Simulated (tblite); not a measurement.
# H14N4Si4: the cost of one run

Computed with tblite 0.8.0 and PySCF 2.14.0; each step states its level. No surroundings beyond the atoms listed, unless a continuum is named. Atoms count from 0, parts from 1.

## (1) The system as given

22 atoms, charge 0, multiplicity 1; geometry: distance geometry start.

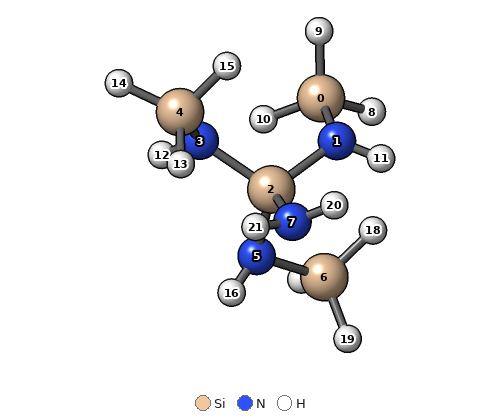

The starting geometry (silicon light orange, nitrogen blue, hydrogen white), atoms numbered.

## (2) Relaxing the cluster with GFN2-xTB

The job: settings as JSON, then the geometry in Å.

```
{"job": {"kind": "relax", "xc": "GFN2-xTB", "basis": "xTB"}, "charge": 0, "multiplicity": 1}
Si    -1.450102     1.289194     0.362671
N      0.256516     0.680807     0.000238
Si     0.409323    -1.114821    -0.140400
N     -0.262656    -1.897380     1.351249
Si     0.972138    -2.430745     2.588329
N     -0.497418    -1.714394    -1.598893
Si    -0.821792    -0.443878    -2.891005
N      2.185014    -1.547219    -0.332326
H     -1.788685     2.295092    -0.595220
H     -1.441236     1.848631     1.678368
H     -2.349422     0.236268     0.264482
H      0.766709     1.244185    -0.641572
H     -1.029467    -2.538307     1.214541
H      2.000192    -3.209007     1.964214
H      0.368208    -3.202429     3.603969
H      1.586105    -1.276073     3.182146
H     -0.261761    -2.618408    -1.936585
H     -2.235485    -0.474766    -3.207963
H     -0.479880     0.835793    -2.406761
H     -0.076988    -0.768785    -4.060728
H      2.843923    -0.774237    -0.236246
H      2.456817    -2.419483     0.082534
```

Method: GFN2-xTB geometry optimisation, gas phase.

Started as:

```bash
> OMP_NUM_THREADS=1 python cluster_run.py task.json out
```

The driver reads the jobs from task.json and runs them one after another.

**Question.** How long does this first job take on 1 thread of Intel Xeon Platinum 8488C, shared host?

About 21 s.
